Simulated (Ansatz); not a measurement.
**Run report: InH3Cl2O, nudged elastic band**

System: InH3Cl2O.
Method: RKS PBE-D4/def2-SVP (Ansatz 0.2.0).

It belongs to a series of runs on one base structure; here: band between the two ends.

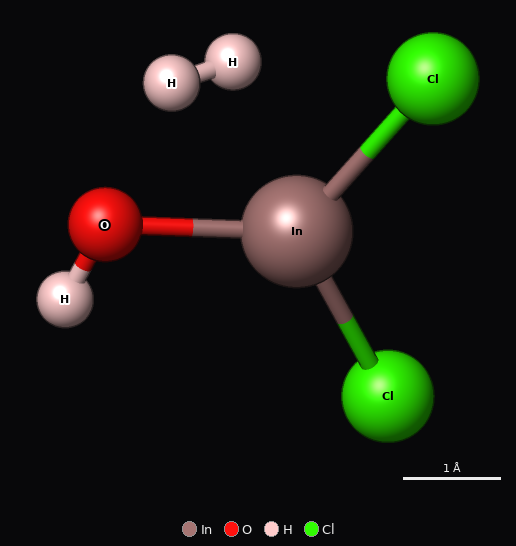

*The input geometry (ball-and-stick view, seen at a tilt). Sticks mark near contacts.*

The input
```yaml
crystal:
  periodic: [false, false, false]
  atoms:
    - { symbol: In, position_ang: [-0.002599, -0.224655, 0.126212] }
    - { symbol: O, position_ang: [0.023485, -0.497266, 2.120923] }
    - { symbol: H, position_ang: [-0.901044, -0.501802, 2.442835] }
    - { symbol: Cl, position_ang: [2.000053, -0.322687, -1.085346] }
    - { symbol: Cl, position_ang: [-2.029087, 0.100542, -1.03196] }
    - { symbol: H, position_ang: [0.423339, 2.486173, 0.840663] }
    - { symbol: H, position_ang: [0.352552, 2.043495, 1.470474] }
basis:
  gaussian: { orbitals: def2-SVP }
hamiltonian:
  xc: pbe
  dispersion: d4
neb:
  order_check: false
  images: 5
  f_tol: 0.03
  max_iterations: 60
  final_atoms:
    - { symbol: In, position_ang: [0.3150737, 0.82479568, -0.20548411] }
    - { symbol: O, position_ang: [0.02069496, 0.07554341, 2.02396583] }
    - { symbol: H, position_ang: [-0.86801931, -0.3006709, 1.79645229] }
    - { symbol: Cl, position_ang: [1.94471324, -0.69354446, -0.99631329] }
    - { symbol: Cl, position_ang: [-1.9064973, -0.13496278, -0.33204096] }
    - { symbol: H, position_ang: [0.52342473, 2.52868776, -0.07539247] }
    - { symbol: H, position_ang: [-0.16269101, 0.78395129, 2.6726137] }
  initial_path:
    images:
      - { positions_ang: [[-0.002599, -0.224655, 0.126212], [0.023485, -0.497266, 2.120923], [-0.901044, -0.501802, 2.442835], [2.000053, -0.322687, -1.085346], [-2.029087, 0.100542, -1.03196], [0.423339, 2.486173, 0.840663], [0.352552, 2.043495, 1.470474]] }
      - { positions_ang: [[-0.00420528, -0.1462394, 0.08189534], [0.01377471, -0.34003512, 2.19160929], [-0.90708878, -0.4338378, 2.51742486], [2.03483516, -0.21631031, -1.13313138], [-2.0597523, 0.08784506, -1.09613389], [0.43704121, 2.29319734, 0.78544183], [0.35209428, 1.83918023, 1.53669495]] }
      - { positions_ang: [[-0.00581157, -0.0678238, 0.03757868], [0.00406443, -0.18280424, 2.26229558], [-0.91313355, -0.3658736, 2.59201473], [2.06961731, -0.10993362, -1.18091676], [-2.09041759, 0.07514812, -1.16030778], [0.45074342, 2.10022168, 0.73022065], [0.35163656, 1.63486546, 1.6029159]] }
      - { positions_ang: [[-0.00741785, 0.01059179, -0.00673797], [-0.00564586, -0.02557336, 2.33298187], [-0.91917833, -0.2979094, 2.66660459], [2.10439947, -0.00355692, -1.22870214], [-2.12108289, 0.06245118, -1.22448167], [0.46444563, 1.90724602, 0.67499948], [0.35117884, 1.43055069, 1.66913686]] }
      - { positions_ang: [[0.10007933, 0.28199309, -0.07298669], [0.00313442, 0.00813223, 2.22997652], [-0.90212533, -0.2988299, 2.37655382], [2.05117072, -0.23355277, -1.15123919], [-2.04955436, -0.00335347, -0.92700143], [0.48410533, 2.11439327, 0.42486883], [0.17988889, 1.21501756, 2.00362914]] }
      - { positions_ang: [[0.20757651, 0.55339438, -0.1392354], [0.01191469, 0.04183782, 2.12697118], [-0.88507232, -0.2997504, 2.08650306], [1.99794198, -0.46354862, -1.07377624], [-1.97802583, -0.06915812, -0.6295212], [0.50376503, 2.32154051, 0.17473818], [0.00859894, 0.99948442, 2.33812142]] }
      - { positions_ang: [[0.3150737, 0.82479568, -0.20548411], [0.02069496, 0.07554341, 2.02396583], [-0.86801931, -0.3006709, 1.79645229], [1.94471324, -0.69354446, -0.99631329], [-1.9064973, -0.13496278, -0.33204096], [0.52342473, 2.52868776, -0.07539247], [-0.16269101, 0.78395129, 2.6726137]] }
```

Command:
```bash
ansatz run input.yaml --threads 2 --pin off --max-ram 3072MiB --backend cpu --events-out ev --progress --plain --runs-dir out
```

The program's output
```
Engine: ansatz 0.2.0, aarch64-unknown-linux-gnu
Functional definition: PBE
  parameter kappa = 0.804
  parameter beta = 0.06672455060314922
  exchange = pbe_x(kappa = kappa, mu = beta*pi^2/3)
  correlation = pbe_c(beta = beta)
1023 factors; their error is unknown
mean field evaluation 1: about -32287.2730 eV, gradient 6.3e1 eV
mean field evaluation 2: about -32163.5525 eV, gradient 1.8e2 eV
mean field evaluation 4: about -32293.8168 eV, gradient 2.2e1 eV
mean field evaluation 8: about -32295.2038 eV, gradient 2.5e-1 eV
mean field evaluation 16: about -32295.1639 eV, gradient 9.2e-4 eV
mean field -32295.16385777 eV, -1186.8253813248 hartree, gradient 3.1e-5 eV, S^2 0.000000; 0 other end points of the search recorded, 0 dependent functions left out
the calculation of the forces begins
reference -32295.16390582 eV, -1186.8253830906 hartree; 33, 33 occupied and 58, 58 virtual orbitals, 1023 factors
1023 factors; their error is unknown
mean field evaluation 32: about -32296.0447 eV, gradient 1.4e-3 eV
mean field -32296.04470241 eV, -1186.8577517681 hartree, gradient 5.4e-5 eV, S^2 0.000000; 0 other end points of the search recorded, 0 dependent functions left out
[... from here on the field's lines of each further geometry are left out, up to the last ...]
NEB iter   1: max|band force component| = 3.073e0 eV/Å  barrier→ = 1.3647 eV  barrier← = 2.2528 eV  Δτ_max = 0.2000 Å  (193 SCF iters)
NEB iter   2: max|band force component| = 3.003e0 eV/Å  barrier→ = 0.7908 eV  barrier← = 1.6788 eV  Δτ_max = 0.2000 Å  (159 SCF iters)
NEB iter   3: max|band force component| = 8.771e0 eV/Å  barrier→ = 0.4359 eV  barrier← = 1.3240 eV  Δτ_max = 0.0995 Å  (154 SCF iters)
NEB iter   4: max|band force component| = 1.048e0 eV/Å  barrier→ = 0.4435 eV  barrier← = 1.3315 eV  Δτ_max = 0.1619 Å  (137 SCF iters)
NEB iter   5: max|band force component| = 3.577e0 eV/Å  barrier→ = 0.5539 eV  barrier← = 1.4420 eV  Δτ_max = 0.0819 Å  (149 SCF iters)
NEB iter   6: max|band force component| = 3.751e-1 eV/Å  barrier→ = 0.5272 eV  barrier← = 1.4153 eV  CI = image 2  Δτ_max = 0.1237 Å  (138 SCF iters)
NEB iter   7: max|band force component| = 7.163e-1 eV/Å  barrier→ = 0.5417 eV  barrier← = 1.4298 eV  CI = image 2  Δτ_max = 0.0605 Å  (142 SCF iters)
NEB iter   8: max|band force component| = 2.448e-1 eV/Å  barrier→ = 0.5437 eV  barrier← = 1.4317 eV  CI = image 2  Δτ_max = 0.0312 Å  (137 SCF iters)
NEB iter   9: max|band force component| = 9.270e-2 eV/Å  barrier→ = 0.5406 eV  barrier← = 1.4287 eV  CI = image 2  Δτ_max = 0.0174 Å  (138 SCF iters)
NEB iter  10: max|band force component| = 4.018e-2 eV/Å  barrier→ = 0.5393 eV  barrier← = 1.4274 eV  CI = image 2  Δτ_max = 0.0148 Å  (142 SCF iters)
NEB iter  11: max|band force component| = 3.148e-2 eV/Å  barrier→ = 0.5387 eV  barrier← = 1.4268 eV  CI = image 2  Δτ_max = 0.0096 Å  (135 SCF iters)
NEB iter  12: max|band force component| = 3.120e-2 eV/Å  barrier→ = 0.5385 eV  barrier← = 1.4266 eV  CI = image 2  Δτ_max = 0.0085 Å  (125 SCF iters)
the calculation of the forces begins
reference -32295.98735754 eV, -1186.8556443831 hartree; 33, 33 occupied and 58, 58 virtual orbitals, 1023 factors
1023 factors; their error is unknown
mean field evaluation 640: about -32293.4786 eV, gradient 2.0e1 eV
mean field -32294.62438288 eV, -1186.8055559883 hartree, gradient 1.1e-5 eV, S^2 0.000000; 1 other end points of the search recorded, 0 dependent functions left out
the calculation of the forces begins
reference -32294.62443167 eV, -1186.8055577814 hartree; 33, 33 occupied and 58, 58 virtual orbitals, 1023 factors
NEB iter  13: max|band force component| = 1.157e-2 eV/Å  barrier→ = 0.5385 eV  barrier← = 1.4266 eV  CI = image 2  Δτ_max = 0.0000 Å  (272 SCF iters)
```

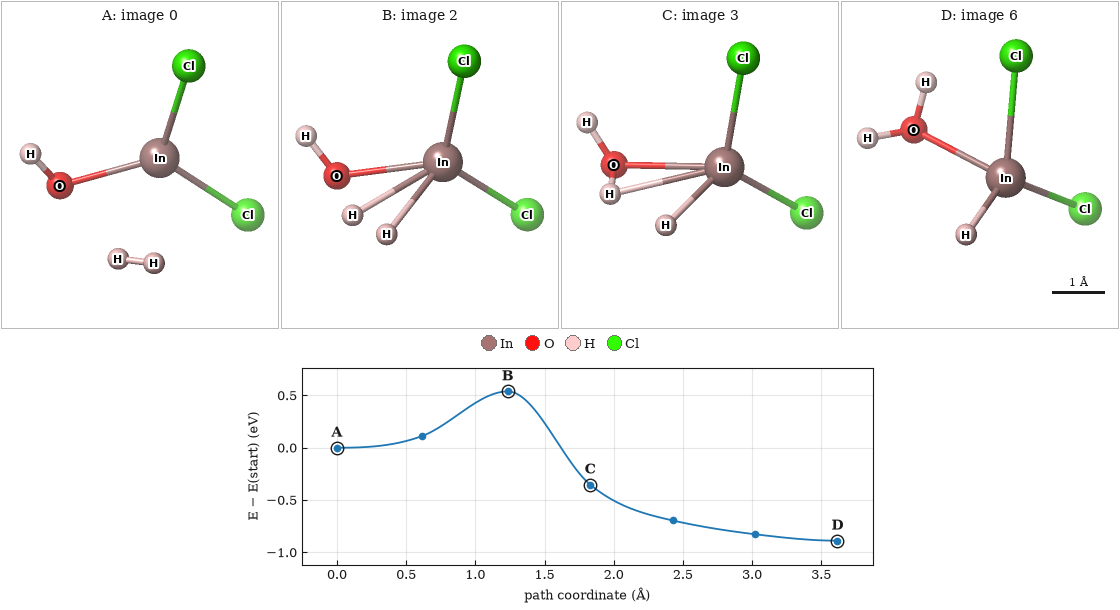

*Images of the last band (counted from 0; ball-and-stick, seen at a tilt) above the energy along the path; the line is a cubic interpolation that uses the forces.*

The highest image is number 2, 0.538 eV above the start and 1.427 eV above the end (the climbing image); the end lies 0.888 eV below the start. The path is 3.62 Å long. The band converged in 13 iterations.

```
Total energy: -32294.78142915 eV, -1186.8113273321 hartree
Atom 0 at     0.082990     0.224666    -0.067878 Å, force     0.001199    -0.000305     0.000749 eV/Å
Atom 1 at     0.086031     0.044462     2.066605 Å, force    -0.002225    -0.000596     0.000179 eV/Å
Atom 2 at    -0.747390    -0.262648     2.480889 Å, force    -0.000163    -0.002867     0.001771 eV/Å
Atom 3 at     2.058233    -0.384733    -1.177175 Å, force    -0.000045    -0.000365    -0.000084 eV/Å
Atom 4 at    -2.040497     0.063768    -1.069159 Å, force     0.000039     0.001022    -0.000551 eV/Å
Atom 5 at     0.279361     2.025524     0.975696 Å, force    -0.003234     0.000547    -0.001583 eV/Å
Atom 6 at     0.147971     1.372761     1.674823 Å, force     0.004429     0.002564    -0.000481 eV/Å
Dipole moment:    -0.233857     0.067226     0.385912 e Å
this run last wrote the band of iteration 13 to [file]
```

The last band as extended XYZ (Å, eV, eV/Å)
```
7
Properties=species:S:1:pos:R:3:forces:R:3 image=0 energy=-32295.31986
In   -0.0026   -0.2247    0.1262    0.0044   0.0056   0.0087
O     0.0235   -0.4973    2.1209    0.0044   0.0004  -0.0156
H    -0.9010   -0.5018    2.4428   -0.0061  -0.0008   0.0049
Cl    2.0001   -0.3227   -1.0853    0.0000  -0.0021   0.0019
Cl   -2.0291    0.1005   -1.0320   -0.0028  -0.0018   0.0001
H     0.4233    2.4862    0.8407   -0.0016  -0.0054   0.0058
H     0.3526    2.0435    1.4705    0.0018   0.0040  -0.0058
7
Properties=species:S:1:pos:R:3:forces:R:3 image=1 energy=-32295.20693
In    0.0305   -0.0830    0.0512   -0.0451  -0.2538   0.1002
O     0.0910   -0.2165    2.0789    0.0115  -0.2376   0.0050
H    -0.8145   -0.2995    2.4396   -0.0472  -0.0594  -0.0420
Cl    2.0216   -0.3796   -1.1490   -0.0251   0.0473   0.0101
Cl   -2.0286    0.0917   -1.0775    0.0106   0.0237  -0.0083
H     0.3200    2.2568    0.9876    0.0187   0.1956   0.0295
H     0.2466    1.7140    1.5530    0.0766   0.2843  -0.0947
7
Properties=species:S:1:pos:R:3:forces:R:3 image=2 energy=-32294.78138
In    0.0830    0.2247   -0.0679    0.0012  -0.0003   0.0007
O     0.0860    0.0445    2.0666   -0.0022  -0.0006   0.0002
H    -0.7474   -0.2626    2.4809   -0.0002  -0.0029   0.0018
Cl    2.0582   -0.3847   -1.1772    0.0000  -0.0004  -0.0001
Cl   -2.0405    0.0638   -1.0692    0.0000   0.0010  -0.0006
H     0.2794    2.0255    0.9757   -0.0032   0.0005  -0.0016
H     0.1480    1.3728    1.6748    0.0044   0.0026  -0.0005
7
Properties=species:S:1:pos:R:3:forces:R:3 image=3 energy=-32295.67225
In    0.1263    0.5128   -0.1970    0.0987   0.5824  -0.2662
O     0.1108    0.0740    2.1020    0.0243   0.0876   0.0885
H    -0.7408   -0.2252    2.4822   -0.0119   0.1343   0.0171
Cl    2.0555   -0.3975   -1.1981   -0.0278  -0.1240  -0.0153
Cl   -2.0218   -0.0025   -1.0506    0.0313  -0.1260   0.0405
H     0.2633    2.0452    0.7491    0.0089   0.0448  -0.5127
H     0.0735    1.0769    1.9962   -0.1234  -0.5991   0.6482
7
Properties=species:S:1:pos:R:3:forces:R:3 image=4 energy=-32296.01467
In    0.1687    0.6672   -0.2511    0.0235   0.0952  -0.0294
O     0.0674    0.0721    2.0696   -0.0147  -0.0196  -0.0243
H    -0.7929   -0.2817    2.3736   -0.0204  -0.0536  -0.0623
Cl    1.9965   -0.5408   -1.1441   -0.0325  -0.0429   0.0143
Cl   -1.9742   -0.0971   -0.9440    0.0230  -0.0454   0.0571
H     0.3426    2.2506    0.4393    0.0323   0.1123  -0.1505
H     0.0587    1.0134    2.3405   -0.0113  -0.0460   0.1950
7
Properties=species:S:1:pos:R:3:forces:R:3 image=5 energy=-32296.14650
In    0.2368    0.7532   -0.2425    0.0161   0.0279   0.0026
O     0.0368    0.0889    2.0361   -0.0025  -0.0009  -0.0118
H    -0.8582   -0.3073    2.1022   -0.0132  -0.0176  -0.0756
Cl    1.9625   -0.6403   -1.0691   -0.0083  -0.0110   0.0139
Cl   -1.9403   -0.1417   -0.6674    0.0097  -0.0136   0.0768
H     0.4439    2.4168    0.1664    0.0205   0.0492  -0.0682
H    -0.0148    0.9143    2.5580   -0.0223  -0.0340   0.0623
7
Properties=species:S:1:pos:R:3:forces:R:3 image=6 energy=-32296.20794
In    0.3151    0.8248   -0.2055   -0.0092   0.0013  -0.0002
O     0.0207    0.0755    2.0240    0.0083  -0.0011  -0.0048
H    -0.8680   -0.3007    1.7965   -0.0031   0.0067   0.0065
Cl    1.9447   -0.6935   -0.9963    0.0037  -0.0041  -0.0021
Cl   -1.9065   -0.1350   -0.3320    0.0098   0.0040   0.0024
H     0.5234    2.5287   -0.0754   -0.0020  -0.0014   0.0003
H    -0.1627    0.7840    2.6726   -0.0076  -0.0054  -0.0021
```

Key numbers

```tsv
quantity	value
outcome	converged
barrier, forward	0.538 eV
barrier, backward	1.427 eV
hardware	2 threads of Arm Neoverse V1, 24 GiB of memory available, shared host
wall time	1.7 min (CPU time 3.3 min)
peak memory	0.14 GiB
```

Remarks

The order of the saddle point was not checked.
